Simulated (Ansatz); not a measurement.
## Electronic structure of FH₃NSi (SMILES [NH3+][Si]F) (charge +1) in real space

Input file:

```
basis:
  gaussian:
    orbitals: def2-TZVPD
crystal:
  periodic: [false, false, false]
  atoms:
    - {symbol: F, position_ang: [-1.234937, 0.258424, 0.790136]}
    - {symbol: N, position_ang: [-2.517910, 2.476899, 1.215375]}
    - {symbol: Si, position_ang: [-2.762162, 0.439558, 1.225474]}
    - {symbol: H, position_ang: [-3.363323, 3.002156, 1.453349]}
    - {symbol: H, position_ang: [-1.785837, 2.761734, 1.875344]}
    - {symbol: H, position_ang: [-2.203379, 2.803587, 0.295109]}
output:
  forces: true
  orbitals: {seedname: orbitals}
hamiltonian:
  xc: {name: PBE0}
total_charge: 1
```

Launched as:

```sh
ansatz run input.yaml --threads 1 --pin off --max-ram 2610MiB --events-out events.jsonl --progress --plain --runs-dir runs
```

Geometry: B3LYP-D3(BJ)/6-311G**.

Method: Ansatz, isolated molecule in a Gaussian basis; Kohn-Sham density functional theory, functional PBE0.

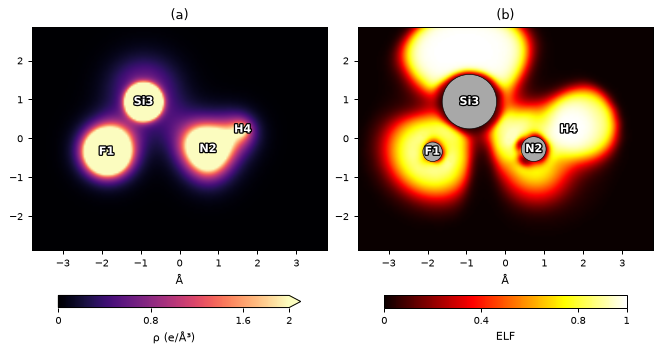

Figure 1. (a) total electron density; (b) ELF on the plane of atoms F1, Si3 and N2. Grey discs cover the atomic cores in the ELF map.

Question: Describe what can be read from this map.

Answer: Atoms in the plane: F, N, Si and H.
Si–F (1.60 Å): ρ is about 1.2 e/Å³ halfway; the ELF peaks at about 0.85 in the valence shell of F, 0.6 Å from its nucleus, and is about 0.50 at the midpoint.
Si–N (2.05 Å): ρ at the midpoint is about 0.62 e/Å³, with its minimum of 0.51 e/Å³ about 0.8 Å from Si; the ELF peaks at about 0.95 between the atoms (a shared but strongly polarised pair).
N–H (1.02 Å): ρ at the midpoint is about 2.9 e/Å³; the ELF climbs to about 1 towards the hydrogen, as it does in any bond to H; a covalent bond by its length.
The ELF also peaks beside F1 and Si3, away from the bonds: lone-pair regions.

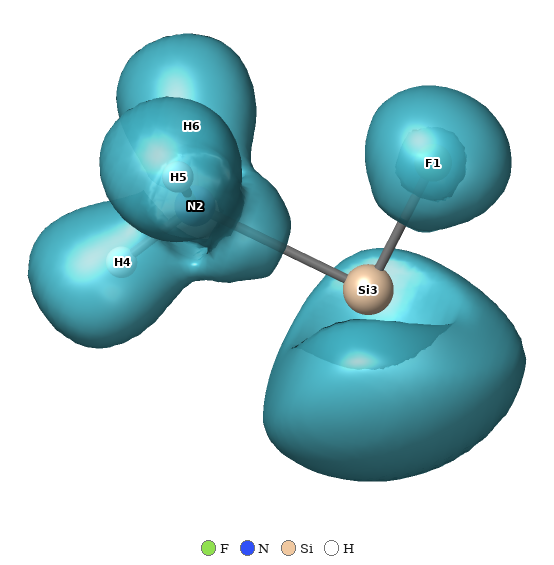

Figure 2. Isosurface of the electron localisation function at 0.75 (cyan), seen at a tilt. Core shells and regions of very low density are left out.

Question: Identify the bonds, lone pairs and shells in this picture.

Answer: The ELF exceeds this value in one lobe on Si, pointing away from the bonds (lone pairs), one region wrapped around F (its lone pairs, merged into a ring or cap) and one joined region spread over several atoms (H, N), in which their bonds and any lone pairs are merged.

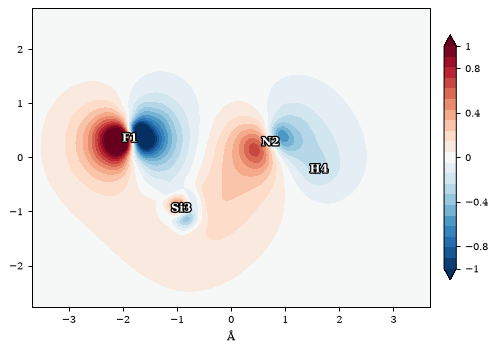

Figure 3. The HOMO−1 on the plane of atoms Si3, N2 and H4 (values in Å⁻³ᐟ²; the overall sign is arbitrary).

Question: What is the character of this orbital?

Answer: It lies mainly on F1 (about 60 %), N2 (about 15 %) and Si3 (about 15 %). Its energy is −17.77 eV.
